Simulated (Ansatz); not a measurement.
# doublet [GaCNCl2]+: levels of theory compared

Aim: a comparison of 6 runs (UHF/STO-3G, U-revPBE/cc-pVDZ, UB2PLYP/cc-pVDZ, UBHLYP/cc-pVDZ, UBLYP/cc-pVDZ, UHSE06/cc-pVDZ) of doublet [GaCNCl2]+. 

The results are computed with Ansatz 0.2.0.

74 further runs of the same task are left out: 5 that didn't finish, 69 set aside as unsound or not needed. Runs told in other sessions of the task aren't counted.

### Step 1. The structure to begin with

[GaCNCl2]+ has 5 atoms, charge +1, and is taken as a doublet. As SMILES of the parent species, `N#[C][Ga]([Cl])[Cl]`. Geometry: relaxed at PBE0-D4/def2-TZVP. That shape belongs to the parent species and isn't relaxed for this state.

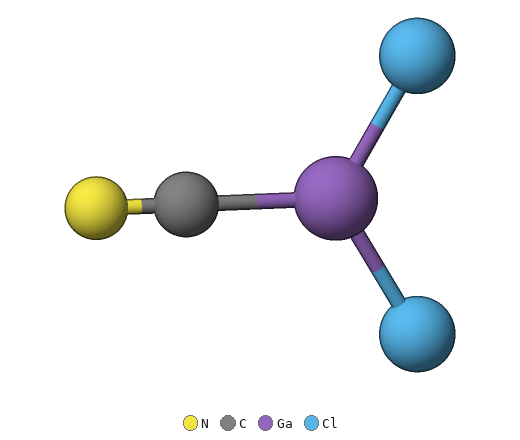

The structure, seen from a chosen angle (nitrogen yellow, carbon grey, gallium purple, chlorine blue).

### Step 2. A single-point energy at UHF/STO-3G (run 1)

The input, job.yaml:

```yaml
crystal:
  periodic: [false, false, false]
  atoms:
    - {symbol: "N", position_ang: [0.909600, -1.318100, 1.914000]}
    - {symbol: C, position_ang: [0.493500, -0.715000, 1.025200]}
    - {symbol: Ga, position_ang: [-0.199400, 0.288700, -0.455700]}
    - {symbol: Cl, position_ang: [-1.735500, -0.526200, -1.643200]}
    - {symbol: Cl, position_ang: [0.581700, 2.197000, -0.881800]}
basis:
  gaussian:
    orbitals: STO-3G
total_charge: 1
magnetization:
  spin_polarized: true
  initial_magnetization: 1
hamiltonian:
  xc: hf
accuracy: high
output: {orbitals: {seedname: orbitals}}
```

Started as:

```
$ ansatz run job.yaml --threads 1 --pin off --max-ram 2610MiB --events-out events.jsonl --progress --plain --runs-dir runs
```

The log of the run:

```text
Warning: RAYON_NUM_THREADS=1 ignored (pool sized by the plan → 1); use --threads N
Functional definition: HF
  name "HF"
  exchange = exact_x
  correlation = 0
813 factors; integrals over basis functions are off by at most 7.3e-9 eV
mean field evaluation 1: about -78928.4905 eV, gradient 4.7e1 eV
mean field evaluation 2: about -78928.5328 eV, gradient 4.7e1 eV
mean field evaluation 4: about -78940.7407 eV, gradient 1.5e1 eV
mean field evaluation 8: about -78942.6640 eV, gradient 2.6e-1 eV
mean field evaluation 16: about -78942.6825 eV, gradient 4.0e-2 eV
mean field evaluation 32: about -78942.6817 eV, gradient 5.5e-7 eV
mean field evaluation 64: about -78942.6585 eV, gradient 1.4e-1 eV
mean field evaluation 96: about -78942.5516 eV, gradient 2.7e-1 eV
mean field evaluation 128: about -78941.8654 eV, gradient 8.0e0 eV
mean field evaluation 160: about -78938.1782 eV, gradient 3.3e0 eV
mean field evaluation 192: about -78935.5546 eV, gradient 1.8e1 eV
mean field evaluation 224: about -78942.6222 eV, gradient 2.6e-2 eV
mean field -78942.68172843 eV, -2901.0900442484 hartree, gradient 2.3e-8 eV, S^2 0.822957; 3 other end points of the search recorded, 0 dependent functions left out
reference -78942.68172843 eV, -2901.0900442484 hartree; 39, 38 occupied and 7, 8 virtual orbitals, 813 factors
Total energy: -78942.68172843 eV, -2901.0900442484 hartree
```

Wall time 6.9 s (1 thread of Arm Neoverse V1, shared host); peak memory 0.16 GiB.

### Step 3. The energy at U-revPBE/cc-pVDZ (run 2)

The input, in.yaml:

```yaml
crystal:
  periodic: [false, false, false]
  atoms:
    - {symbol: N, position_ang: [0.909600, -1.318100, 1.914000]}
    - {symbol: C, position_ang: [0.493500, -0.715000, 1.025200]}
    - {symbol: Ga, position_ang: [-0.199400, 0.288700, -0.455700]}
    - {symbol: Cl, position_ang: [-1.735500, -0.526200, -1.643200]}
    - {symbol: Cl, position_ang: [0.581700, 2.197000, -0.881800]}
basis:
  gaussian: {orbitals: cc-pVDZ}
magnetization: {spin_polarized: true, initial_magnetization: 1}
output: {orbitals: {seedname: orbitals}}
hamiltonian: {xc: {name: revPBE}}
accuracy: high
total_charge: 1
```

Started as:

```
$ ansatz run in.yaml --threads 1 --pin off --max-ram 2610MiB --events-out events.jsonl --progress --plain --runs-dir runs
```

The log of the run:

```text
Warning: RAYON_NUM_THREADS=1 ignored (pool sized by the plan → 1); use --threads N
Functional definition: revPBE
  name "revPBE"
  parameter kappa = 1.245
  parameter beta = 0.06672455060314922
  exchange = pbe_x(kappa = kappa, mu = beta*pi^2/3)
  correlation = pbe_c(beta = beta)
1993 factors; integrals over basis functions are off by at most 4.4e-9 eV
mean field evaluation 1: about -79923.1693 eV, gradient 3.9e1 eV
mean field evaluation 2: about -79739.0100 eV, gradient 1.3e2 eV
mean field evaluation 4: about -79922.0341 eV, gradient 3.7e1 eV
mean field evaluation 8: about -79930.4675 eV, gradient 1.3e1 eV
mean field evaluation 16: about -79931.8300 eV, gradient 6.9e-2 eV
mean field evaluation 32: about -79931.5515 eV, gradient 4.9e0 eV
mean field evaluation 64: about -79931.8219 eV, gradient 1.0e-1 eV
mean field -79931.83001723 eV, -2937.4405733930 hartree, gradient 2.2e-8 eV, S^2 0.752087; 10 other end points of the search recorded, 0 dependent functions left out
reference -79931.83002123 eV, -2937.4405735400 hartree; 39, 38 occupied and 52, 53 virtual orbitals, 1993 factors
Total energy: -79931.83002123 eV, -2937.4405735400 hartree
```

Wall time 47 s (1 thread of Arm Neoverse V1, shared host); peak memory 0.33 GiB.

### Step 4. A single-point energy at UB2PLYP/cc-pVDZ (run 3)

The input, run.yaml:

```yaml
crystal:
  periodic: [false, false, false]
  atoms:
    - {symbol: N, position_ang: [0.909600, -1.318100, 1.914000]}
    - {symbol: C, position_ang: [0.493500, -0.715000, 1.025200]}
    - {symbol: Ga, position_ang: [-0.199400, 0.288700, -0.455700]}
    - {symbol: Cl, position_ang: [-1.735500, -0.526200, -1.643200]}
    - {symbol: Cl, position_ang: [0.581700, 2.197000, -0.881800]}
basis:
  gaussian:
    orbitals: cc-pVDZ
total_charge: 1
magnetization:
  spin_polarized: true
  initial_magnetization: 1
hamiltonian:
  xc: {name: B2PLYP}
correlation:
  frozen_orbitals: {C: 1, Cl: 5, Ga: 9, "N": 1}
accuracy: high
output: {orbitals: {seedname: orbitals}}
```

Started as:

```
$ ansatz run run.yaml --threads 1 --pin off --max-ram 2610MiB --events-out events.jsonl --progress --plain --runs-dir runs
```

The log of the run (excerpt; [...] marks lines left out):

```text
Warning: RAYON_NUM_THREADS=1 ignored (pool sized by the plan → 1); use --threads N
Functional definition: B2PLYP
  name "B2PLYP"
[...]
1993 factors; integrals over basis functions are off by at most 4.4e-9 eV
[...]
mean field -79913.36596256 eV, -2936.7620318990 hartree, gradient 3.6e-8 eV, S^2 0.768430; 7 other end points of the search recorded, 0 dependent functions left out
21 core orbitals not correlated: weight in the atoms' cores, before any rotation towards them, 1.000 or more for the frozen orbitals, at most 0.000 for the correlated occupied ones
reference -79913.36598727 eV, -2936.7620328071 hartree; 18, 17 occupied and 52, 53 virtual orbitals, 1993 factors
second order -21.14516172 eV of doubles, -0.00000000 eV of singles
Total energy: -79919.07518093 eV, -2936.9718418045 hartree
```

Wall time 79 s (1 thread of Arm Neoverse V1, shared host); peak memory 0.62 GiB.

Runs 4 to 5 aren't shown in full; the table further down has their settings and results.

### Step 5. A single-point energy at UHSE06/cc-pVDZ (run 6)

in.yaml: that of step 3 with these lines changed.

```diff
@@ -10,6 +10,6 @@
   gaussian: {orbitals: cc-pVDZ}
+total_charge: 1
 magnetization: {spin_polarized: true, initial_magnetization: 1}
+hamiltonian: {xc: hse06}
+accuracy: high
 output: {orbitals: {seedname: orbitals}}
-hamiltonian: {xc: {name: revPBE}}
-accuracy: high
-total_charge: 1
```

Started as:

```
$ ansatz run in.yaml --threads 1 --pin off --max-ram 2610MiB --events-out events.jsonl --progress --plain --runs-dir runs
```

The log of the run (excerpt; [...] marks lines left out):

```text
Warning: RAYON_NUM_THREADS=1 ignored (pool sized by the plan → 1); use --threads N
Functional definition: HSE06
  name "HSE06"
[...]
1993 factors; integrals over basis functions are off by at most 4.4e-9 eV
100 factors; integrals over basis functions are off by at most 1.8e-9 eV
[...]
mean field -79921.81039093 eV, -2937.0723589177 hartree, gradient 4.2e-8 eV, S^2 0.755885; 10 other end points of the search recorded, 0 dependent functions left out
reference -79921.81039413 eV, -2937.0723590357 hartree; 39, 38 occupied and 52, 53 virtual orbitals, 1993 factors
Total energy: -79921.81039413 eV, -2937.0723590357 hartree
```

It took 79 s on 1 thread of Arm Neoverse V1, shared host; peak memory 0.83 GiB.

### Step 6. Overview of the runs

```csv
run,level,frozen core orbitals,energy (Eh),HOMO energy (eV),LUMO energy (eV),⟨S²⟩,wall time
1,UHF/STO-3G,–,-2901.090044,-18.09,-6.25,0.823,6.9 s
2,U-revPBE/cc-pVDZ,–,-2937.440574,-13.98,–,0.752,47 s
3,UB2PLYP/cc-pVDZ,21,-2936.971842,-15.79,-13.07,0.768,79 s
4,UBHLYP/cc-pVDZ,–,-2937.668615,-15.88,-13.42,0.765,70 s
5,UBLYP/cc-pVDZ,–,-2937.820628,-13.87,–,0.752,82 s
6,UHSE06/cc-pVDZ,–,-2937.072359,-14.85,-14.28,0.756,79 s
```

### Step 7. Summary of results

```
                                 quantity           value
                      run 6: total energy  -2937.07236 Eh
run 6: HOMO energy (highest over α and β)       -14.85 eV
 run 6: LUMO energy (lowest over α and β)       -14.28 eV
                              run 6: ⟨S²⟩           0.756
```

What this shows: Totals of different functionals can't be ranked against each other. In run 1 the basis is minimal, so the values are rough. All runs together took 6 min, the longest 82 s.
